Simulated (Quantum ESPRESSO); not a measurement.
# Voltage at the next charge: W(110), 4 layers, one monolayer of Cl on longbridge sites against an electrode

**Set-up.** Quantum ESPRESSO 7.5, PBE, GBRV ultrasoft; ESM with bc3, a metal electrode 5.04 Å above the top atoms; cell area 7.061 Å²; ions fixed. V is the potential energy of an electron at the electrode over the slab's Fermi level, divided by e, so that it equals the work function at zero charge; positive charge removes electrons.

```
charge (e a cell)  V (V)
                0  4.572
           0.0106  5.689
           0.0212  6.813
```

One more run was made and is withheld. What is V at a charge of 0.0424 e, and what capacitance do the rows imply?

By hand: The last two rows give dV/dq = (6.813 − 5.689)/(0.0212 − 0.0106) = 106.0 V/e, so C = 1602/(7.061 × 106.0) = 2.14 µF/cm², an effective gap of 8.854/2.14 = 4.14 Å. At constant C, V = 6.813 + 106.0 × 0.0212 = 9.06 V.

What the calculation gave: V = 9.077 V; the estimate misses by −0.02 V, 0.7 % of the step. Over the three intervals C goes 2.15, 2.14 and 2.13 µF/cm².

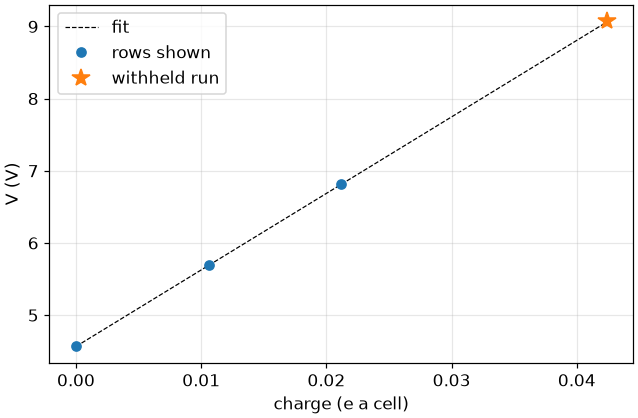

The rows shown, the fit and the withheld run.

Caveats: Vacuum fills the gap; a dielectric or electrolyte would change C. The slab is thin.

[Logs are printed without paths, hosts, clocks, repeated set-up lines and the standing remarks that a program may print on its own settings, such as how far it seeks lower states.]
